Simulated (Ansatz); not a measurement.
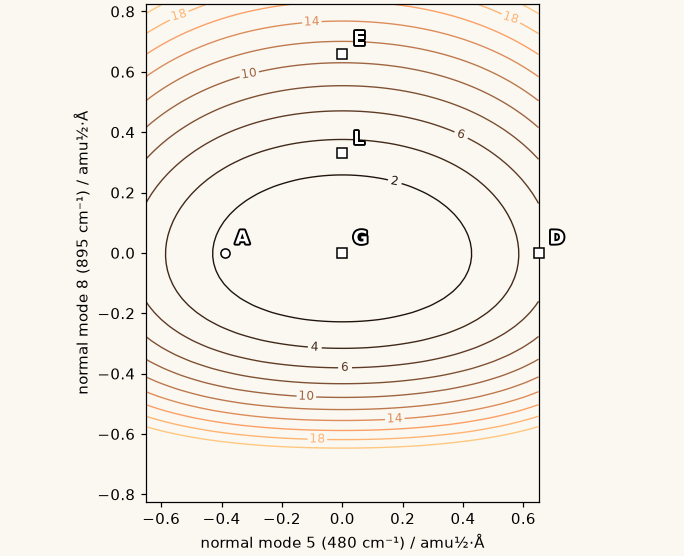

CH4AlFN, SMILES C=[NH+][AlH][F], charge +1. 
- The first coordinate is: normal mode 5 (480 cm⁻¹); the second: normal mode 8 (895 cm⁻¹).
- Nothing is relaxed (straight displacements along the two mass-weighted modes).
- Grid: 11 × 11 points; 110 points were computed and 11 follow by symmetry.
- Points are written as (first, second).
- All energies are given in kcal/mol relative to the lowest grid point.
- Level of theory: Ansatz 0.2.0, RKS PBE-D4/def2-SVP.

In the figure: contour lines labelled in kcal/mol (none above 20), lettered points. Between grid points the surface is interpolated.

Is D the lowest point of the computed grid?

No. D lies 5.1 kcal/mol above the lowest grid point, which is at (0.00 amu½·Å, 0.000 amu½·Å).

Rank the lettered points by energy, lowest first.

G (0.0 kcal/mol), A (1.6 kcal/mol), L (3.1 kcal/mol), D (5.1 kcal/mol), E (10.8 kcal/mol).
